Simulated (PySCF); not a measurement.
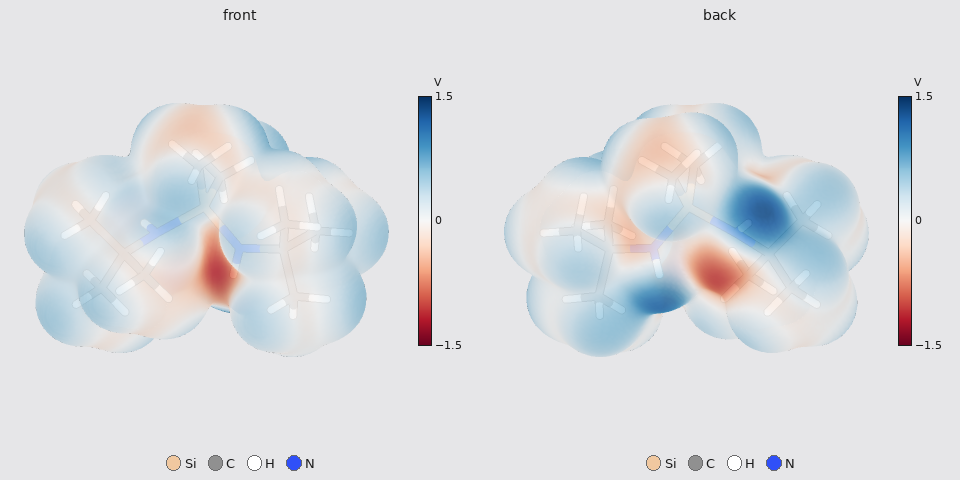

C10H26N2Si (SiMe2(NHtBu)2). The electrostatic potential painted on the density surface at 0.002 e/bohr³, seen from the front and from behind; red is negative and blue positive.

Geometry: PBE0-D3(BJ)/def2-SVP.

Theory: PBE0/pcSseg-1, SCF density, gas phase, non-relativistic (PySCF).

```xyz
39

Si    0.5074   -0.4134    0.8171
C     0.6261   -0.7151    2.6738
H    -0.3731   -0.7424    3.1368
H     1.1953    0.0904    3.1639
H     1.1377   -1.6650    2.9003
C     2.2630   -0.3775    0.1404
H     2.7188   -1.3695    0.2895
H     2.8936    0.3552    0.6676
H     2.2994   -0.1429   -0.9337
N    -0.3797    1.0207    0.3736
C    -0.1043    2.4504    0.4664
C     1.1976    2.7911   -0.2600
C    -1.2559    3.1854   -0.2227
C    -0.0095    2.9138    1.9270
H    -1.3770    0.8297    0.4211
H     1.3592    3.8799   -0.2710
H     2.0672    2.3335    0.2319
H     1.1635    2.4303   -1.2987
H    -1.3352    2.8715   -1.2746
H    -1.1091    4.2756   -0.1926
H    -2.2141    2.9626    0.2754
H     0.8291    2.4166    2.4389
H    -0.9324    2.6605    2.4716
H     0.1470    4.0020    2.0012
N    -0.4665   -1.7357    0.2388
C    -0.6937   -2.2440   -1.1114
C     0.3948   -3.2545   -1.4990
C    -2.0595   -2.9348   -1.1357
C    -0.6981   -1.0953   -2.1186
H    -0.6101   -2.4629    0.9330
H     0.2204   -3.6795   -2.5006
H     1.3848   -2.7739   -1.4971
H     0.4220   -4.0871   -0.7778
H    -2.0884   -3.7655   -0.4113
H    -2.2832   -3.3507   -2.1304
H    -2.8523   -2.2216   -0.8651
H     0.2711   -0.5757   -2.1426
H    -1.4638   -0.3496   -1.8643
H    -0.8997   -1.4810   -3.1293
```

> Where is the surface potential most negative and most positive?

The most negative region (about −1.0 V) lies over the C, H and N atoms, the most positive (about +1.2 V) over H15 and H30.
